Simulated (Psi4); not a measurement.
# wB97X-V/6-311+G(d,p) run of BCl2F (SMILES FB(Cl)Cl)

Aim: the vertical singlet–triplet gap of BCl2F at wB97X-V/6-311+G**, from 2 runs. 

The results are computed with Psi4 1.11.

2 further runs of the same task are left out: 2 set aside as unsound or not needed.

## 1. The molecule

The species is BCl2F (4 atoms), meant as a singlet with charge 0. SMILES: `FB(Cl)Cl`. The shape is that of a PBE0-D4/def2-TZVP optimisation.

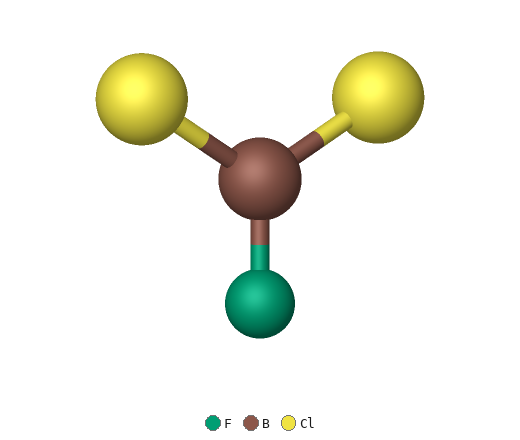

The structure, seen from a chosen angle (fluorine teal, boron brown, chlorine yellow).

## 2. A single-point energy at wB97X-V/6-311+G(d,p)

run.py

```python
import psi4

psi4.set_memory('2200 MB')
psi4.set_num_threads(1)
psi4.set_output_file('output.dat', False)

molecule = psi4.geometry("""
0 1
F      0.114370    -1.165320    -0.781190
B      0.007910    -0.080610    -0.054040
Cl    -1.549540     0.373780     0.571420
Cl     1.427260     0.872140     0.263810
symmetry c1
""")

psi4.set_options({
    'basis': '6-311+G**',
    'puream': True,
    'e_convergence': 1e-09,
    'd_convergence': 1e-08,
    'scf_type': 'pk',
    'dft_radial_points': 99,
    'dft_spherical_points': 590,
})

e_tot, wfn = psi4.energy("wb97x-v", molecule=molecule, return_wfn=True)
print(f'wb97x-v energy: {e_tot:.10f} Eh')
```

Run with:

```
$ python run.py
```

output.dat:

```text
[...]
  Running in c1 symmetry.
[...]
  Nuclear repulsion =  181.669072785720459
[...]
  Multiplicity = 1
[...]
  Nalpha       = 24
  Nbeta        = 24
[...]
    Number of basis functions: 104
[...]
   @RKS iter   1: -1045.06101803476281   -3.23426e-01   4.06944e-03 ADIIS/DIIS
[...]
   @RKS iter  11: -1045.11588435469366   -1.36424e-12   2.38965e-09 DIIS
[...]
    Orbital Energies [Eh]
    ---------------------
    Doubly Occupied:
       1A   -101.565970     2A   -101.565970     3A    -24.806612
       4A     -9.592440     5A     -9.592410     6A     -7.347515
       7A     -7.347514     8A     -7.341697     9A     -7.341696
      10A     -7.339871    11A     -7.339870    12A     -7.014477
      13A     -1.392586    14A     -1.017082    15A     -0.984163
      16A     -0.713103    17A     -0.635574    18A     -0.621906
      19A     -0.613863    20A     -0.515529    21A     -0.491384
      22A     -0.477732    23A     -0.455554    24A     -0.439136
[...]
  @RKS Final Energy: -1045.11588435469366
   => Energetics <=
    Nuclear Repulsion Energy =            181.6690727857204593
    One-Electron Energy =               -1804.3255756616122198
    Two-Electron Energy =                 630.4863728788408253
    DFT Exchange-Correlation Energy =     -53.1444393398861052
    Empirical Dispersion Energy =           0.0000000000000000
    VV10 Nonlocal Energy =                  0.1986849822436537
    Total Energy =                      -1045.1158843546936623
[...]
 Multipole Moments:
 ------------------------------------------------------------------------------------
     Multipole            Electronic (a.u.)      Nuclear  (a.u.)        Total (a.u.)
 ------------------------------------------------------------------------------------
 L = 1.  Multiply by 2.5417464519 to convert [e a0] to [Debye]
 Dipole X            :          0.0718935           -0.0786930           -0.0067995
 Dipole Y            :         -0.7325484            0.8018151            0.0692668
 Dipole Z            :         -0.4910833            0.5375133            0.0464300
 Magnitude           :                                                    0.0836652
[...]
```

Standard output:

```text
wb97x-v energy: -1045.1158843547 Eh
```

Run time: 31 s. Hardware: 1 thread of Intel Xeon 6975P-C (Granite Rapids), shared host; peak memory 1.1 GiB.

## 3. The triplet, same level

bcl2f.inp

```
memory 2200 mb

molecule {
  0 3
  F      0.114370    -1.165320    -0.781190
  B      0.007910    -0.080610    -0.054040
  Cl    -1.549540     0.373780     0.571420
  Cl     1.427260     0.872140     0.263810
  symmetry c1
  no_reorient
  no_com
}

set {
  reference uks
  puream true
  e_convergence 1e-09
  d_convergence 1e-08
  scf_type pk
  dft_radial_points 99
  dft_spherical_points 590
  maxiter 100
}

energy('wb97x-v/6-311+G**')
```

Run with:

```
$ psi4 -i bcl2f.inp -o bcl2f.out -n 1
```

bcl2f.out:

```text
[...]
  Running in c1 symmetry.
[...]
  Nuclear repulsion =  181.669072785720488
[...]
  Multiplicity = 3
[...]
  Nalpha       = 25
  Nbeta        = 23
[...]
    Number of basis functions: 104
[...]
   @UKS iter   1: -1044.78586366744503   -4.82714e-02   4.21540e-03 ADIIS/DIIS
[...]
   @UKS iter  15: -1044.85541420443883   -1.11413e-11   2.53966e-09 DIIS
[...]
   @S^2 Observed:                2.009524412E+00
[...]
    Orbital Energies [Eh]
    ---------------------
    Alpha Occupied:
       1A   -101.618097     2A   -101.618096     3A    -24.746258
       4A     -9.641066     5A     -9.641037     6A     -7.400158
       7A     -7.400157     8A     -7.392089     9A     -7.392088
      10A     -7.386719    11A     -7.386718    12A     -6.903374
      13A     -1.335630    14A     -1.048362    15A     -1.020777
      16A     -0.680469    17A     -0.619288    18A     -0.614210
      19A     -0.584264    20A     -0.524236    21A     -0.514002
      22A     -0.511101    23A     -0.493831    24A     -0.491599
      25A     -0.187805
    Alpha Virtual:
[...]
  @UKS Final Energy: -1044.85541420443883
   => Energetics <=
    Nuclear Repulsion Energy =            181.6690727857204877
    One-Electron Energy =               -1803.6670778752943534
    Two-Electron Energy =                 630.0651738879611230
    DFT Exchange-Correlation Energy =     -53.1208872629095339
    Empirical Dispersion Energy =           0.0000000000000000
    VV10 Nonlocal Energy =                  0.1983042600833533
    Total Energy =                      -1044.8554142044388300
[...]
 Multipole Moments:
 ------------------------------------------------------------------------------------
     Multipole            Electronic (a.u.)      Nuclear  (a.u.)        Total (a.u.)
 ------------------------------------------------------------------------------------
 L = 1.  Multiply by 2.5417464519 to convert [e a0] to [Debye]
 Dipole X            :          1.8489171           -1.9083966           -0.0594795
 Dipole Y            :        -18.8386279           19.4447338            0.6061059
 Dipole Z            :        -12.6290057           13.0353308            0.4063252
 Magnitude           :                                                    0.7321218
[...]
```

Wall time 43 s (1 thread of Intel Xeon 6975P-C (Granite Rapids), shared host); peak memory 1.1 GiB.

## 4. Summary of results

At wB97X-V/6-311+G**:

| quantity | value |
| --- | --- |
| singlet: total energy | -1045.11588 Eh |
| singlet: dipole moment | 0.21 D |
| singlet: HOMO energy | -11.95 eV |
| singlet: LUMO energy | 1.12 eV |
| singlet: HOMO–LUMO gap | 13.07 eV |
| triplet: total energy | -1044.85541 Eh |
| triplet: dipole moment | 1.86 D |
| triplet: HOMO energy (highest over α and β) | -5.11 eV |
| triplet: ⟨S²⟩ | 2.010 |
| vertical energy of the triplet above the singlet | 7.088 eV |

What this shows: At this shape the triplet lies 7.09 eV (163 kcal/mol) above the singlet.
